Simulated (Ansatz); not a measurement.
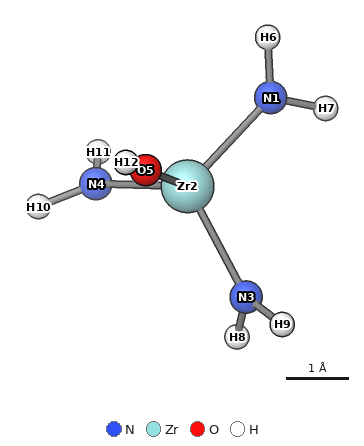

Fig. 1: The structure as given in the input (ball-and-stick view, seen at a tilt; atoms are numbered from 1 in the order of the input). Sticks mark near contacts. Bond lengths as drawn: H–N 1.01 Å, H–O 0.95 Å, N–Zr 2.05 Å and O–Zr 1.93 Å.

## ZrN3H7O: single-point calculation

The run: single-point calculation of ZrN3H7O. Method and program: RKS r2SCAN0-d3bj/def2-mTZVP (Ansatz 0.2.0).

The geometry comes from this level: PBE0-D4/def2-TZVP.

The input:
```yaml
crystal:
  periodic: [false, false, false]
  atoms:
    - {symbol: N, position_ang: [1.022608, 1.041648, 1.309450]}
    - {symbol: Zr, position_ang: [-0.026051, 0.161577, -0.211401]}
    - {symbol: N, position_ang: [-1.834359, -0.394009, 0.568439]}
    - {symbol: N, position_ang: [0.963591, -1.564439, -0.689036]}
    - {symbol: O, position_ang: [-0.218131, 1.334534, -1.738200]}
    - {symbol: H, position_ang: [1.816971, 1.658143, 1.204554]}
    - {symbol: H, position_ang: [0.747272, 1.034004, 2.281456]}
    - {symbol: H, position_ang: [-2.092432, -1.339539, 0.813560]}
    - {symbol: H, position_ang: [-2.652828, 0.194132, 0.648013]}
    - {symbol: H, position_ang: [0.880842, -2.075732, -1.557263]}
    - {symbol: H, position_ang: [1.714938, -1.968551, -0.147850]}
    - {symbol: H, position_ang: [-0.322412, 1.918242, -2.481713]}
basis:
  gaussian: {orbitals: def2-mTZVP}
hamiltonian: {xc: {name: r2SCAN0}, dispersion: d3bj}
```

Launched with:
```bash
ansatz run in.yaml --threads 4 --pin off --events-out ev --progress --plain --max-ram 11315MiB
```

Output:
```
Warning: the engine holds no damping parameters fitted to this dispersion correction and functional, so the run takes those fitted to r2scan0 beside the three-body term, which d3bj leaves out (hamiltonian.dispersion, under Limitations)
Functional definition: r2SCAN0
  name "r2SCAN0"
  cite "Bursch, Neugebauer, Ehlert & Grimme, J. Chem. Phys. 156, 134105 (2022) doi:10.1063/5.0086040"
  cite "Furness, Kaplan, Ning, Perdew & Sun, J. Phys. Chem. Lett. 11, 8208 (2020) doi:10.1021/acs.jpclett.0c02405"
  cite "Furness, Kaplan, Ning, Perdew & Sun, J. Phys. Chem. Lett. 11, 9248 (2020) doi:10.1021/acs.jpclett.0c03077"
  parent r2scan
  parameter a = 0.25
  parameter k0 = 0.174
  parameter k1 = 0.065
  parameter a1 = 4.9479
  exchange = (1 - a)*r2scan_x(k0 = k0, k1 = k1, a1 = a1) + a*exact_x
  correlation = r2scan_c
1258 factors; their error is unknown
mean field evaluation 1: about -7889.5004 eV, gradient 1.2e2 eV
mean field evaluation 2: about -7835.7979 eV, gradient 1.9e2 eV
mean field evaluation 4: about -7913.2247 eV, gradient 7.2e0 eV
mean field evaluation 8: about -7913.3749 eV, gradient 1.8e-1 eV
mean field evaluation 16: about -7913.3750 eV, gradient 2.7e-5 eV
mean field -7913.37496232 eV, -290.8111659872 hartree, gradient 2.7e-5 eV, S^2 0.000000; 0 other end points of the search recorded, 0 dependent functions left out
reference -7913.37499006 eV, -290.8111670065 hartree; 24, 24 occupied and 111, 111 virtual orbitals, 1258 factors
Total energy: -7913.45559327 eV, -290.8141291198 hartree
```

Key numbers:

- outcome: converged
- total energy: −7913.4556 eV
- mean-field energy: −7913.3750 eV
- dispersion energy: −0.0806 eV
- SCF solution under orbital rotations: stable
- hardware: 4 threads of Arm Neoverse V1, 23 GiB of memory available, shared host
- wall time: 3.1 s (CPU time 11 s)
- peak memory: 0.3 GiB

Remarks:

Warnings of the run: the dispersion correction has no parameters fitted for this combination and takes those fitted for R2SCAN0 with other terms.
